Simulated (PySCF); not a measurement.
Ge(Et)(Vi)2(NH2), C6H13GeN, SMILES [Ge]([CH]=C)([NH2])([CH]=C)[CH2]C at its GFN2-xTB optimised geometry (Å):

```
21

C     -0.4881    -3.0392    -2.5140
C     -1.1642    -2.4026    -1.5742
Ge    -0.3499    -1.5045     0.0000
N      1.4845    -1.5045     0.0000
C     -0.8946     0.3867     0.0000
C     -0.0942     1.3810     0.3419
C     -0.8987    -2.4385     1.6833
C     -0.3339    -1.7620     2.9222
H      0.5892    -3.1100    -2.4830
H     -0.9644    -3.5182    -3.3575
H     -2.2424    -2.3565    -1.6479
H      1.9150    -1.0326    -0.7830
H      1.9159    -2.4136     0.0921
H     -1.9159     0.6031    -0.2877
H     -0.4128     2.4136     0.3461
H      0.9264     1.1929     0.6343
H     -0.5580    -3.4739     1.6350
H     -1.9875    -2.4657     1.7373
H     -0.6259    -2.2963     3.8255
H      0.7518    -1.7306     2.8725
H     -0.6962    -0.7383     2.9938
```

Calculation: PBE0/def2-SVP (PySCF). Cells within 0.4 Å of a nucleus heavier than hydrogen are left out (blank, or x).

Map of the electron localisation function on the plane z = 0.0 Å:

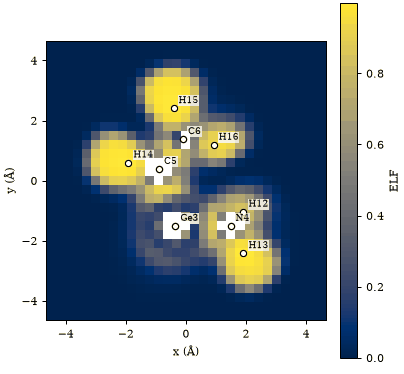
Figure. Electron localisation function on the plane z = 0.0 Å.
